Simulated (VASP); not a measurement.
Band structure of TiAl (L1_0). Level of theory: r2SCAN meta-GGA, VASP's PBE PAW potentials (set 64) (plane waves; VASP 6.6.1).

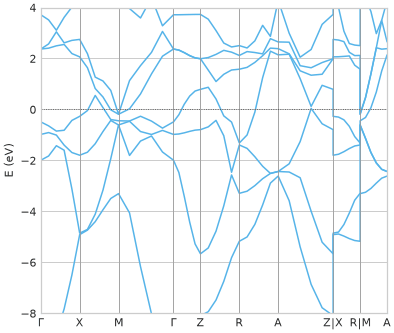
*Bands along high-symmetry lines, zero at the valence-band maximum or, without a gap, the Fermi level*

Question: Read the plot: is there a gap, and where are the band edges?

Answer: It has no gap at this level: it comes out as a metal or semimetal.

The compound is TiAl in the L1_0 structure. It was relaxed first. The electron count is odd and the run is not spin-polarised, which forces a metal.
